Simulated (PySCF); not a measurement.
SMILES Cl[Si](Cl)(C[Si](F)(F)F)Cl (CH2Cl3F3Si2) at its GFN2-xTB optimised geometry (Å):

```
11

F     -2.5669    -1.9134     0.6776
Si    -1.8707    -1.0455     1.8045
F     -2.6460     0.3350     1.7874
F     -2.2945    -1.7333     3.1688
C     -0.0173    -0.8811     1.5949
Si     0.5456     0.0169     0.0000
Cl     2.5669     0.0169     0.0000
Cl    -0.1241     1.9134     0.0000
Cl    -0.1238    -0.9615    -1.6248
H      0.4300    -1.8757     1.6131
H      0.3921    -0.3525     2.4566
```

Level of theory: CAM-B3LYP/def2-TZVP in PySCF. Cells within 0.4 Å of a nucleus heavier than hydrogen are left out (blank, or x).

Map of the log10 of the electron density (e/bohr³), floored at −4 on the plane z = 0.6 Å:

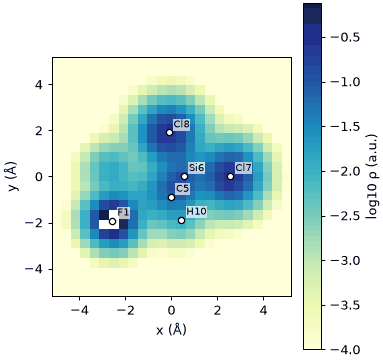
Log10 of the electron density (e/bohr³), floored at −4 on the plane z = 0.6 Å.
